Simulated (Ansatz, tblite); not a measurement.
# The cluster Hg₂TeF₂: isomers from a random search

Aim: relax the candidate shapes of the cluster Hg₂TeF₂ that a cheap search turned up, and see how the levels of theory order them.

Method: relaxed with PBE0-D4/def2-SVP, singlet; program: Ansatz 0.2.0, Gaussian basis.

1 further run of the same task is left out (set aside as unsound or not needed). Runs told in other sessions of the task aren't counted.

## (1) Starting geometry

5 atoms, charge 0, spin multiplicity 1.

Atoms are counted from 1 here; the program's logs count them from 0.

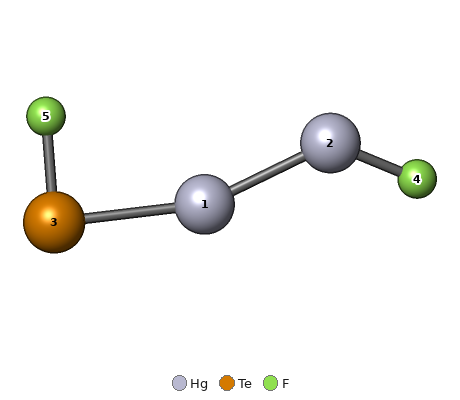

Start geometry, drawn with mercury light grey, tellurium orange, fluorine green; atoms are numbered from 1 in the order of the file.

Hg, Te take a core potential in the def2 sets. No spin-orbit coupling is included.

A search from random starts with GFN1-xTB found 10 distinct shapes; 2 go on here. The structure above is candidate A, which lies 0.00 eV above the lowest at that level; B lies 0.16 eV above the lowest at that level.

## (2) Relaxing candidate A

File in.yaml:

```yaml
crystal:
  periodic: [false, false, false]
  atoms:
    - {symbol: Hg, position_ang: [-0.222700, -0.555450, -0.075180]}
    - {symbol: Hg, position_ang: [2.267030, 0.175450, -0.321220]}
    - {symbol: Te, position_ang: [-2.970770, -0.478110, 0.534520]}
    - {symbol: F, position_ang: [3.606350, -0.487010, -1.366520]}
    - {symbol: F, position_ang: [-2.679910, 1.345120, 1.228390]}
basis:
  gaussian: {orbitals: def2-SVP}
hamiltonian: {xc: pbe0, dispersion: d4}
scf: {lower_state_search: "off"}
output: {orbitals: {seedname: orbitals}}
relax: {f_tol: 0.02, max_steps: 100}
```

Launch:

```
$ ansatz run in.yaml --threads 4 --pin off --events-out ev --progress --plain --max-ram 3916MiB
```

The log of the run, shortened:

```text
Functional definition: PBE0
  name "PBE0"
  cite "Adamo & Barone, J. Chem. Phys. 110, 6158 (1999) doi:10.1063/1.478522"
  cite "Perdew, Burke & Ernzerhof, Phys. Rev. Lett. 77, 3865 (1996) doi:10.1103/PhysRevLett.77.3865"
  parent pbe
[...]
1367 factors; integrals over basis functions are off by at most 2.5e-4 eV
[...]
mean field -21069.92615251 eV, -774.3055043959 hartree, gradient 3.2e-6 eV, S^2 0.000000; 0 other end points of the search recorded, 0 dependent functions left out
[...]
reference -21069.92618188 eV, -774.3055054753 hartree; 41, 41 occupied and 77, 77 virtual orbitals, 1367 factors
relax step   1: F+E_penalty+E_count = -21070.06301493 eV  Δ(F+E_penalty+E_count) = +0.000e0 eV  max|allowed force component| = 4.872e0 eV/Å  Δτ_max = 0.0000 Å  (19 SCF iters, accepted)
[...]
relax step   6: F+E_penalty+E_count = -21071.26147711 eV  Δ(F+E_penalty+E_count) = -2.519e-2 eV  max|allowed force component| = 4.560e-2 eV/Å  Δτ_max = 0.1000 Å  (25 SCF iters, accepted)
[...]
relax step   7: F+E_penalty+E_count = -21071.26311047 eV  Δ(F+E_penalty+E_count) = -1.633e-3 eV  max|allowed force component| = 1.657e-2 eV/Å  Δτ_max = 0.0305 Å  (25 SCF iters, accepted)
Total energy: -21071.26313919 eV, -774.3546377500 hartree
Atom 0 at    -0.410510    -0.464183    -0.042072 Å, force    -0.001983    -0.002744    -0.002856 eV/Å
Atom 1 at     2.120167    -0.303143    -0.693475 Å, force     0.002657    -0.000792    -0.002538 eV/Å
Atom 2 at    -2.997922    -0.449092     0.676177 Å, force    -0.002412    -0.014293    -0.002172 eV/Å
Atom 3 at     4.035928    -0.192208    -1.196347 Å, force     0.001115     0.001260     0.002143 eV/Å
Atom 4 at    -2.747663     1.408626     1.255706 Å, force     0.000622     0.016569     0.005423 eV/Å
Dipole moment:    -0.482487    -0.511617    -0.040635 e Å
Checks for a lower state left out: stability, starts, cluster_reference, orbital_swaps, neighbouring_geometries, increment
```

Run time: 25 s. Hardware: 4 threads of Arm Neoverse N1, shared host.

Along the way: (the energy doesn't fall at every step)

```tsv
step	energy from step 1 (eV)	largest force component (eV/Å)
1	0.0000	4.8719
2	-0.8276	0.9515
3	-1.0620	0.6940
4	-1.1733	0.1393
5	-1.1716	0.4119
6	-1.1985	0.0456
7	-1.2001	0.0166
```

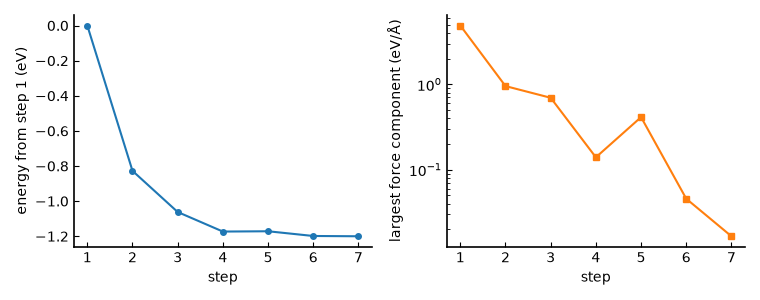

Energy and force, step by step.

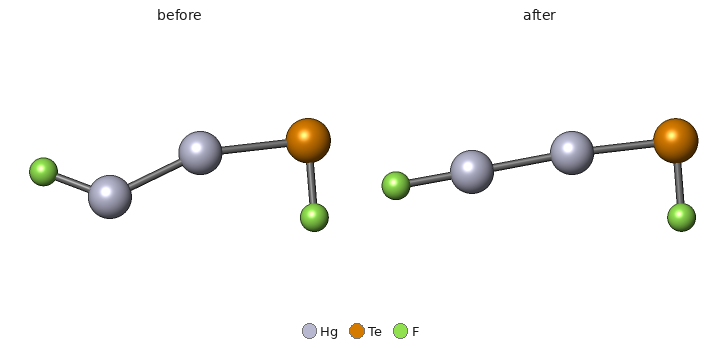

The geometry before (left) and after (right).

Close pairs (by a distance rule), those that changed most:

```tsv
bond	before (Å)	after (Å)	change (Å)
Hg2–F4	1.824	1.984	+0.160
Hg1–Te3	2.816	2.685	-0.131
Hg1–Hg2	2.606	2.618	+0.012
Te3–F5	1.972	1.962	-0.010
```

## (3) Relaxing candidate B

File in.yaml:

```yaml
crystal:
  periodic: [false, false, false]
  atoms:
    - {symbol: Hg, position_ang: [1.819440, -1.400060, -0.902670]}
    - {symbol: Hg, position_ang: [-0.659870, 0.739270, 0.286610]}
    - {symbol: Te, position_ang: [0.293110, -1.585610, 1.252020]}
    - {symbol: F, position_ang: [0.685120, 0.528650, -1.200080]}
    - {symbol: F, position_ang: [-2.137800, 1.717750, 0.564120]}
basis:
  gaussian: {orbitals: def2-SVP}
hamiltonian: {xc: pbe0, dispersion: d4}
scf: {lower_state_search: "off"}
output: {orbitals: {seedname: orbitals}}
relax: {f_tol: 0.02, max_steps: 100}
```

The command is unchanged.

The log of the run, shortened:

```text
Functional definition: PBE0
  name "PBE0"
  cite "Adamo & Barone, J. Chem. Phys. 110, 6158 (1999) doi:10.1063/1.478522"
  cite "Perdew, Burke & Ernzerhof, Phys. Rev. Lett. 77, 3865 (1996) doi:10.1103/PhysRevLett.77.3865"
  parent pbe
[...]
1370 factors; integrals over basis functions are off by at most 2.4e-4 eV
[...]
mean field -21069.49788047 eV, -774.2897656887 hartree, gradient 3.4e-6 eV, S^2 0.000000; 0 other end points of the search recorded, 0 dependent functions left out
[...]
reference -21069.49790959 eV, -774.2897667587 hartree; 41, 41 occupied and 77, 77 virtual orbitals, 1370 factors
relax step   1: F+E_penalty+E_count = -21069.67567039 eV  Δ(F+E_penalty+E_count) = +0.000e0 eV  max|allowed force component| = 5.317e0 eV/Å  Δτ_max = 0.0000 Å  (20 SCF iters, accepted)
[...]
relax step  20: F+E_penalty+E_count = -21071.99675251 eV  Δ(F+E_penalty+E_count) = -6.516e-5 eV  max|allowed force component| = 1.046e-2 eV/Å  Δτ_max = 0.0041 Å  (16 SCF iters, accepted)
Total energy: -21071.99678201 eV, -774.3815986265 hartree
Atom 0 at     1.434055    -0.661344    -0.989753 Å, force    -0.003410    -0.005510     0.009098 eV/Å
Atom 1 at    -1.376032     0.374392     1.200815 Å, force     0.005862    -0.006483    -0.000417 eV/Å
Atom 2 at     0.325709    -1.601501     1.175636 Å, force    -0.002118     0.010464    -0.007646 eV/Å
Atom 3 at     2.278646     0.033020    -2.618694 Å, force    -0.000465     0.001565    -0.000931 eV/Å
Atom 4 at    -2.662378     1.855433     1.231995 Å, force     0.000131    -0.000036    -0.000104 eV/Å
Dipole moment:     0.111123    -0.547386     0.402081 e Å
Checks for a lower state left out: stability, starts, cluster_reference, orbital_swaps, neighbouring_geometries, increment
```

Run time: 75 s. Hardware: 4 threads of Arm Neoverse N1, shared host.

Step by step:

```tsv
step	energy from step 1 (eV)	largest force component (eV/Å)
1	0.0000	5.3174
2	-0.8367	1.0513
3	-0.9567	0.7013
4	-1.0714	1.2687
5	-1.1480	1.1405
6	-1.2852	0.5626
7	-1.3336	0.4414
8	-1.4202	0.3355
9	-1.5451	0.4269
10	-1.6599	0.7255
11	-1.8298	0.4902
12	-1.9717	0.4073
13	-2.0882	0.3332
14	-2.1792	0.2523
15	-2.2465	0.1673
16	-2.2869	0.1508
17	-2.3156	0.0433
18	-2.3206	0.0122
19	-2.3210	0.0243
20	-2.3211	0.0105
```

The force was under the threshold of 0.02 eV/Å already at step 18, but the program went on to step 20.

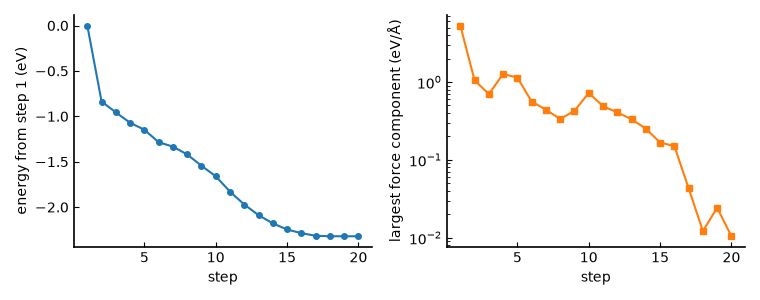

Energy and largest force along the relaxation.

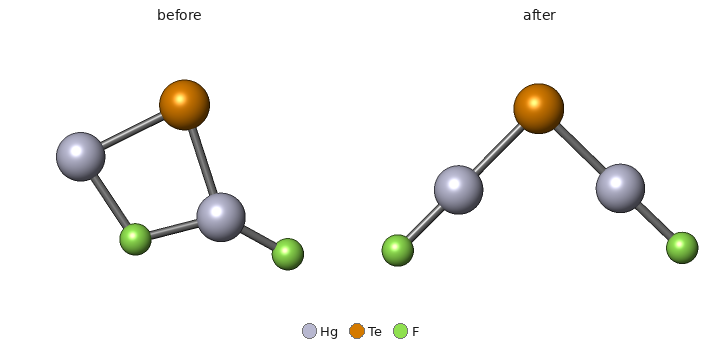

Before and after, at one scale.

Distances of close pairs at the start and the end, largest changes first:

```tsv
bond	before (Å)	after (Å)	change (Å)
Hg2–F4	2.016	5.297	+3.282
Hg1–F4	2.257	1.962	-0.295
Hg2–F5	1.794	1.962	+0.168
Hg2–Te3	2.692	2.608	-0.084
Hg1–Te3	2.647	2.608	-0.039
```

Contacts that opened: Hg2–F4 2.02 to 5.30 Å.

## (4) The relaxed candidates

```tsv
candidate	point group	bonds (count, mean Å)	energy above the lowest (eV)
A	Cs	Hg–Hg 1, 2.62; Hg–Te 1, 2.69; F–Hg 1, 1.98; F–Te 1, 1.96	0.734
B	C2v	Hg–Te 2, 2.61; F–Hg 2, 1.96	0.000
```

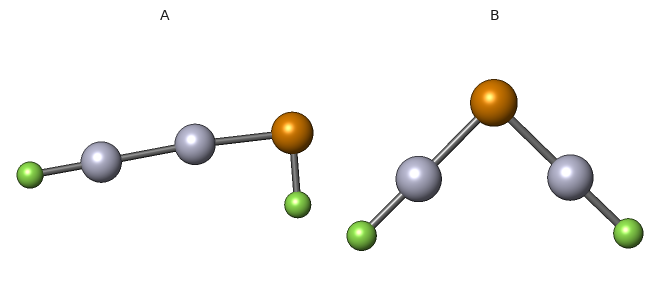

The candidates after relaxation.

## (5) Candidate A, GFN1-xTB

Tight binding, by tblite at 300 K electronic temperature and without a spin-polarisation term:

```python
tblite.interface.Calculator('GFN1-xTB', numbers, positions, charge=0, uhf=0).singlepoint()
```

Energy -431.7793 eV, HOMO -11.48 eV, LUMO -9.06 eV; 0.004 s.

## (6) Candidate A, GFN2-xTB

Tight binding, by tblite at 300 K electronic temperature and without a spin-polarisation term:

```python
tblite.interface.Calculator('GFN2-xTB', numbers, positions, charge=0, uhf=0).singlepoint()
```

Energy -387.2785 eV, HOMO -11.33 eV, LUMO -8.72 eV; 0.004 s.

## (7) Candidate A, PBE0-D4/def2-TZVP

start.molden holds the orbitals of an earlier run on this state, given as this run's starting guess.

File in.yaml:

```yaml
crystal:
  periodic: [false, false, false]
  atoms:
    - {symbol: Hg, position_ang: [-0.410510, -0.464183, -0.042072]}
    - {symbol: Hg, position_ang: [2.120167, -0.303143, -0.693475]}
    - {symbol: Te, position_ang: [-2.997922, -0.449092, 0.676177]}
    - {symbol: F, position_ang: [4.035928, -0.192208, -1.196347]}
    - {symbol: F, position_ang: [-2.747663, 1.408626, 1.255706]}
basis:
  gaussian: {orbitals: def2-TZVP, initial_orbitals: start.molden}
hamiltonian: {xc: pbe0, dispersion: d4}
scf: {omitted_lower_state_checks: [starts]}
output: {orbitals: {seedname: orbitals}}
```

Launched as before.

The log of the run:

```text
Functional definition: PBE0
  name "PBE0"
  cite "Adamo & Barone, J. Chem. Phys. 110, 6158 (1999) doi:10.1063/1.478522"
  cite "Perdew, Burke & Ernzerhof, Phys. Rev. Lett. 77, 3865 (1996) doi:10.1103/PhysRevLett.77.3865"
  parent pbe
  parameter a = 0.25
  parameter kappa = 0.804
  parameter beta = 0.06672455060314922
  exchange = (1 - a)*pbe_x(kappa = kappa, mu = beta*pi^2/3) + a*exact_x
  correlation = pbe_c(beta = beta)
these checks for a lower state are left out or cut short: starts
1638 factors; their error is unknown
mean field evaluation 1: about -21045.0607 eV, gradient 2.5e2 eV
mean field evaluation 2: about -21062.8631 eV, gradient 2.4e1 eV
mean field evaluation 4: about -21077.2883 eV, gradient 2.4e1 eV
mean field evaluation 8: about -21079.2782 eV, gradient 1.4e-3 eV
mean field -21079.27823438 eV, -774.6491870656 hartree, gradient 2.1e-5 eV, S^2 0.000000; 0 other end points of the search recorded, 0 dependent functions left out
reference -21079.27827916 eV, -774.6491887111 hartree; 41, 41 occupied and 157, 157 virtual orbitals, 1638 factors
Total energy: -21079.41284535 eV, -774.6541339275 hartree
Checks for a lower state left out: starts
```

It took 7 s on 4 threads of Arm Neoverse N1, shared host; peak memory 0.61 GiB.

HOMO -6.76 eV, LUMO -3.09 eV.

## (8) Candidate A, PBE-D4/def2-TZVP

in.yaml: that of step 7 with these lines changed.

```diff
@@ -10,4 +10,4 @@
   gaussian: {orbitals: def2-TZVP, initial_orbitals: start.molden}
-hamiltonian: {xc: pbe0, dispersion: d4}
+hamiltonian: {xc: pbe, dispersion: d4}
 scf: {omitted_lower_state_checks: [starts]}
-output: {orbitals: {seedname: orbitals}}
+output: {forces: true, orbitals: {seedname: orbitals}}
```

The command is unchanged.

The log of the run, shortened:

```text
Functional definition: PBE
  name "PBE"
  cite "Perdew, Burke & Ernzerhof, Phys. Rev. Lett. 77, 3865 (1996) doi:10.1103/PhysRevLett.77.3865"
  parent pbe
[...]
1478 factors; their error is unknown
[...]
mean field -21081.32415654 eV, -774.7243733180 hartree, gradient 1.9e-5 eV, S^2 0.000000; 0 other end points of the search recorded, 0 dependent functions left out
[...]
reference -21081.32421695 eV, -774.7243755382 hartree; 41, 41 occupied and 157, 157 virtual orbitals, 1478 factors
Total energy: -21081.47964365 eV, -774.7300873640 hartree
Atom 0 at    -0.410510    -0.464183    -0.042072 Å, force    -0.039231    -0.082797    -0.020118 eV/Å
Atom 1 at     2.120167    -0.303143    -0.693475 Å, force    -0.592683    -0.033861     0.154208 eV/Å
Atom 2 at    -2.997922    -0.449092     0.676177 Å, force     0.132428     0.142224     0.015103 eV/Å
Atom 3 at     4.035928    -0.192208    -1.196347 Å, force     0.617251     0.036530    -0.159794 eV/Å
Atom 4 at    -2.747663     1.408626     1.255706 Å, force    -0.117766    -0.062097     0.010601 eV/Å
Dipole moment:    -0.609040    -0.464286     0.010816 e Å
Checks for a lower state left out: starts
```

Wall time 4.4 s (4 threads of Arm Neoverse N1, shared host).

From the report: HOMO -5.71 eV, LUMO -3.93 eV.

## (9) Candidate A, r2SCAN-D4/def2-TZVP

in.yaml: that of step 8 with these lines changed.

```diff
@@ -10,4 +10,4 @@
   gaussian: {orbitals: def2-TZVP, initial_orbitals: start.molden}
-hamiltonian: {xc: pbe, dispersion: d4}
+hamiltonian: {xc: r2scan, dispersion: d4}
 scf: {omitted_lower_state_checks: [starts]}
-output: {forces: true, orbitals: {seedname: orbitals}}
+output: {orbitals: {seedname: orbitals}}
```

The command is unchanged.

The log of the run:

```text
Functional definition: r2SCAN
  name "r2SCAN"
  cite "Furness, Kaplan, Ning, Perdew & Sun, J. Phys. Chem. Lett. 11, 8208 (2020) doi:10.1021/acs.jpclett.0c02405"
  cite "Furness, Kaplan, Ning, Perdew & Sun, J. Phys. Chem. Lett. 11, 9248 (2020) doi:10.1021/acs.jpclett.0c03077"
  parent r2scan
  parameter k0 = 0.174
  parameter k1 = 0.065
  parameter a1 = 4.9479
  exchange = r2scan_x(k0 = k0, k1 = k1, a1 = a1)
  correlation = r2scan_c
these checks for a lower state are left out or cut short: starts
1478 factors; their error is unknown
mean field evaluation 1: about -21088.8256 eV, gradient 7.4e0 eV
mean field evaluation 2: about -21088.9092 eV, gradient 1.3e-1 eV
mean field evaluation 4: about -21088.7698 eV, gradient 5.7e-4 eV
mean field -21088.76976805 eV, -774.9979944941 hartree, gradient 1.7e-5 eV, S^2 0.000000; 0 other end points of the search recorded, 0 dependent functions left out
reference -21088.76978868 eV, -774.9979952526 hartree; 41, 41 occupied and 157, 157 virtual orbitals, 1478 factors
Total energy: -21088.80314215 eV, -774.9992209697 hartree
Checks for a lower state left out: starts
```

It took 7.5 s on 4 threads of Arm Neoverse N1, shared host.

HOMO -5.95 eV, LUMO -3.80 eV.

## (10) Candidate A, r2SCAN0-D4/def2-TZVP

in.yaml: that of step 9 with these lines changed.

```diff
@@ -10,3 +10,3 @@
   gaussian: {orbitals: def2-TZVP, initial_orbitals: start.molden}
-hamiltonian: {xc: r2scan, dispersion: d4}
+hamiltonian: {xc: {name: r2SCAN0}, dispersion: d4}
 scf: {omitted_lower_state_checks: [starts]}
```

The command is unchanged.

The log of the run, shortened:

```text
Functional definition: r2SCAN0
  name "r2SCAN0"
  cite "Bursch, Neugebauer, Ehlert & Grimme, J. Chem. Phys. 156, 134105 (2022) doi:10.1063/5.0086040"
  cite "Furness, Kaplan, Ning, Perdew & Sun, J. Phys. Chem. Lett. 11, 8208 (2020) doi:10.1021/acs.jpclett.0c02405"
  cite "Furness, Kaplan, Ning, Perdew & Sun, J. Phys. Chem. Lett. 11, 9248 (2020) doi:10.1021/acs.jpclett.0c03077"
  parent r2scan
[...]
1638 factors; their error is unknown
[...]
mean field -21083.85141729 eV, -774.8172484376 hartree, gradient 1.7e-5 eV, S^2 0.000000; 0 other end points of the search recorded, 0 dependent functions left out
reference -21083.85143338 eV, -774.8172490291 hartree; 41, 41 occupied and 157, 157 virtual orbitals, 1638 factors
Total energy: -21083.89489481 eV, -774.8188462071 hartree
Checks for a lower state left out: starts
```

Run time: 10 s. Hardware: 4 threads of Arm Neoverse N1, shared host; peak memory 0.64 GiB.

From the report: HOMO -6.93 eV, LUMO -3.04 eV.

## (11) Candidate A, PBE-QIDH/def2-TZVP

in.yaml: that of step 10 with these lines changed.

```diff
@@ -10,4 +10,3 @@
   gaussian: {orbitals: def2-TZVP, initial_orbitals: start.molden}
-hamiltonian: {xc: {name: r2SCAN0}, dispersion: d4}
+hamiltonian: {xc: {name: PBE-QIDH}}
 scf: {omitted_lower_state_checks: [starts]}
-output: {orbitals: {seedname: orbitals}}
```

The command is unchanged.

The log of the run, shortened:

```text
Functional definition: PBE-QIDH
  name "PBE-QIDH"
  cite "Brémond, Sancho-García, Pérez-Jiménez & Adamo, J. Chem. Phys. 141, 031101 (2014) doi:10.1063/1.4890314"
  cite "Perdew, Burke & Ernzerhof, Phys. Rev. Lett. 77, 3865 (1996) doi:10.1103/PhysRevLett.77.3865"
[...]
1638 factors; integrals over basis functions are off by at most 7.6e-4 eV
[...]
mean field -21045.31386989 eV, -773.4010196923 hartree, gradient 5.4e-6 eV, S^2 0.000000; 0 other end points of the search recorded, 0 dependent functions left out
6 core orbitals not correlated, not the lowest: weight in the atoms' cores, before any rotation towards them, 1.000 or more for the frozen orbitals, at most 0.000 for the correlated occupied ones
reference -21045.31388713 eV, -773.4010203260 hartree; 35, 35 occupied and 157, 157 virtual orbitals, 1638 factors
second order -55.94607778 eV of doubles, -0.00000000 eV of singles
Total energy: -21063.96257972 eV, -774.0863471382 hartree
Checks for a lower state left out: starts
```

Run time: 11 s. Hardware: 4 threads of Arm Neoverse N1, shared host.

## (12) Candidate A, CCSD(T)/def2-SVP

in.yaml: that of step 11 with these lines changed.

```diff
@@ -9,4 +9,5 @@
 basis:
-  gaussian: {orbitals: def2-TZVP, initial_orbitals: start.molden}
-hamiltonian: {xc: {name: PBE-QIDH}}
+  gaussian: {orbitals: def2-SVP, initial_orbitals: start.molden}
+correlation: {method: ccsd_t}
 scf: {omitted_lower_state_checks: [starts]}
+output: {orbitals: {seedname: orbitals}}
```

Same command.

The log of the run, shortened:

```text
Functional definition: HF
  name "HF"
  cite "Fock, Z. Phys. 61, 126 (1930) doi:10.1007/BF01340294"
  parent pbe
[...]
1237 factors; integrals over basis functions are off by at most 4.4e-4 eV
[...]
mean field -20973.26300027 eV, -770.7531990717 hartree, gradient 9.7e-6 eV, S^2 0.000000; 0 other end points of the search recorded, 0 dependent functions left out
6 core orbitals not correlated, not the lowest: weight in the atoms' cores, before any rotation towards them, 1.000 or more for the frozen orbitals, at most 0.000 for the correlated occupied ones
reference -20973.26300027 eV, -770.7531990717 hartree; 35, 35 occupied and 77, 77 virtual orbitals, 1237 factors
second order -33.45063885 eV of doubles, -0.00000000 eV of singles
cycle   1  -31.07967512 eV  change     2.4e0 eV  update   1.9e-1
[...]
cycle  11  -32.29544705 eV  change   -2.8e-5 eV  update   3.4e-5
perturbative correction -0.75706313 eV, -0.0278215570 hartree
Total energy: -21006.31551046 eV, -771.9678564172 hartree
Checks for a lower state left out: starts
```

It took 72 s on 4 threads of Arm Neoverse N1, shared host; peak memory 1 GiB.

Hartree-Fock HOMO -8.89 eV, LUMO 0.13 eV; T1 0.019.

## (13) A against B

The energies of B at these levels come from its own runs, whose logs aren't repeated here.

Differences are taken before rounding.

```tsv
method	A above B (eV)	from CCSD(T)/def2-SVP (eV)	time
GFN1-xTB	-0.498	-1.134	0.008 s
GFN2-xTB	-0.591	-1.227	0.008 s
HF/def2-SVP	0.735	+0.100	
PBE-D4/def2-TZVP	0.504	-0.132	8.3 s
r2SCAN-D4/def2-TZVP	0.601	-0.034	17 s
PBE0-D4/def2-TZVP	0.577	-0.058	13 s
r2SCAN0-D4/def2-TZVP	0.633	-0.002	21 s
PBE-QIDH/def2-TZVP	0.676	+0.040	21 s
MP2/def2-SVP	0.595	-0.041	
CCSD/def2-SVP	0.618	-0.018	
CCSD(T)/def2-SVP	0.635	0	2.4 min
```

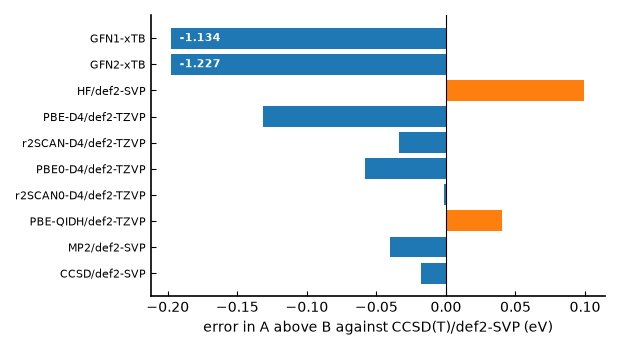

How far each level lands from CCSD(T)/def2-SVP. Bars with a number in them are cut short.

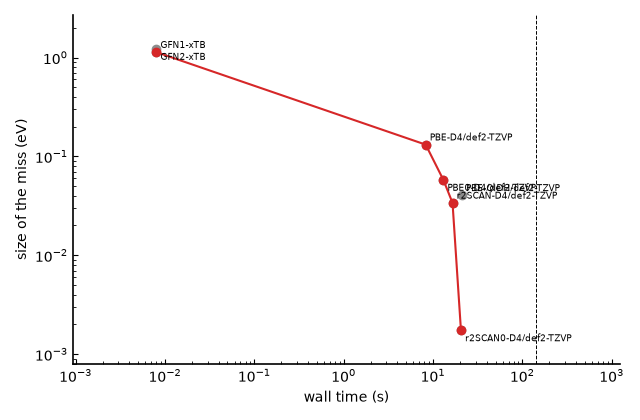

Accuracy for the time spent; red marks the levels that beat every quicker one drawn (of those quicker than the yardstick), and the dashed line is the time of CCSD(T)/def2-SVP. Times are from a shared host.

Times add the two runs; a level without a time comes out of a correlated run.

## (14) Results

```
                   quantity               value
A above B, CCSD(T)/def2-SVP           +0.635 eV
    levels that put A lower  GFN1-xTB, GFN2-xTB
```

The levels disagree on A and B: 2 of 11 put A lower. The yardstick is in a double-zeta basis, so levels in larger sets aren't compared like for like. CCSD(T)/def2-SVP isn't at the basis-set limit; small misses against it rank nothing. A random search of this size may have missed the true lowest shape. Only singlets are compared; another spin may lie lower and prefer another shape.
